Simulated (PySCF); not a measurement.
Consider C3H10B2N2Si.

```xyz
18

B     0.5209    2.1897   -0.7869
N     0.6514    0.8519   -0.3807
Si    2.1941    0.0671   -0.1097
C     1.4010   -1.5739    0.4713
N    -0.0215   -1.3138    0.3617
B    -0.4541   -0.0698   -0.0800
C    -1.9694    0.2728   -0.2441
C    -2.9470   -0.2501    0.4860
H    -0.5340    2.6825   -0.9131
H     1.4962    2.8117   -0.9942
H     2.9666    0.7241    0.9494
H     2.9583   -0.0861   -1.3521
H     1.6797   -2.4304   -0.1509
H     1.6616   -1.8367    1.5017
H    -0.6293   -2.0787    0.6081
H    -2.2480    0.9960   -1.0016
H    -3.9860    0.0107    0.3488
H    -2.7493   -0.9603    1.2745
```

Geometry: GFN2-xTB.

All numbers below come from CAM-B3LYP/def2-SVPD, SCF density, gas phase (PySCF).

### Predict the electron density and electron localisation function between the atoms.

B–N (1.39 Å): ρ at the midpoint is about 2 e/Å³; the ELF peaks at about 0.95 between the atoms, as expected for a polar covalent bond.
C–N (1.45 Å): ρ at the midpoint is about 1.9 e/Å³; the ELF peaks at about 0.95 between the atoms; a shared electron pair.
C–B (1.56 Å): ρ is about 1.4 e/Å³ halfway; the ELF peaks at about 1 between the atoms; a shared electron pair.
Si–N (1.75 Å): the density is about 1.1 e/Å³ at the midpoint; the ELF peaks at about 0.95 between the atoms (a shared but strongly polarised pair).

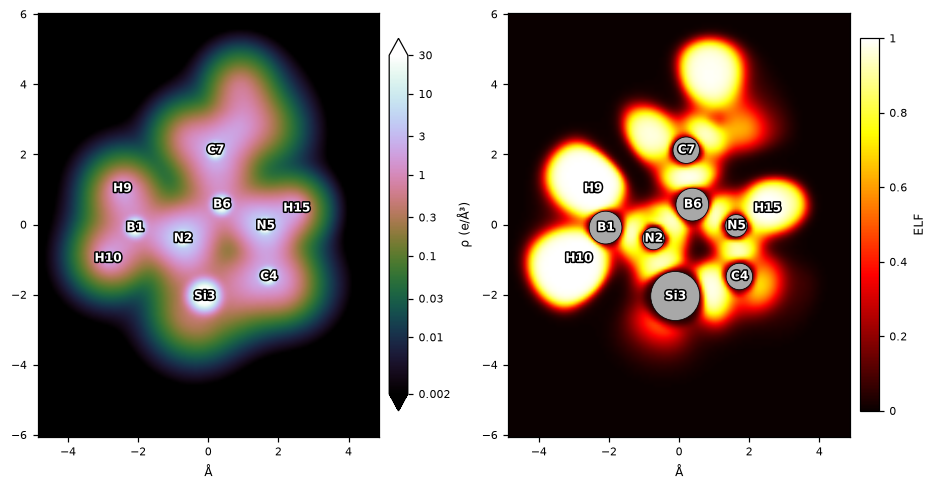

Computed electron density and electron localisation function on the plane of atoms C4, N5 and H15, in this order. Grey discs cover the atomic cores in the ELF map. 
